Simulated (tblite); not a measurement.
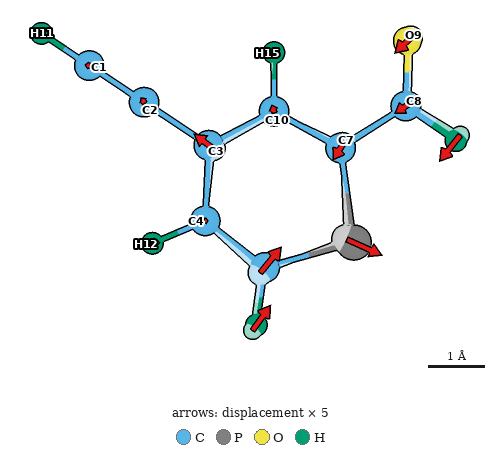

This is a relaxation of C$_{8}$H$_{5}$OP. The starting structure is drawn faded, the final one solid; red arrows show the displacements, magnified 5 times. The two geometries are superimposed by the best rigid fit.

Style: ball-and-stick. Shown at a tilt.

All numbers below come from GFN2-xTB geometry optimisation, gas phase (tblite). 

What did the optimiser do to the structure, and how much energy did it gain?

Answer. Over 27 geometry steps the energy falls by 58.0 kJ/mol. The atom that moves furthest after the best rigid fit is the P atom (0.15 Å). By element the largest moves are P 0.15 Å, H 0.13 Å, C 0.13 Å, O 0.09 Å. Among the contacts that change: C–C 1.478 → 1.415 Å, C–C 1.355 → 1.401 Å, C–O 1.230 → 1.204 Å, C–H 1.108 → 1.083 Å. Bond angles that change, for instance: C–P–C 110.8° → 99.6°, C–C–P 115.5° → 126.0°, P–C–C 115.4° → 125.0°. Cost: 0.46 s on 1 thread of Intel(R) Xeon(R) Platinum 8375C CPU @ 2.90GHz, on a shared host.
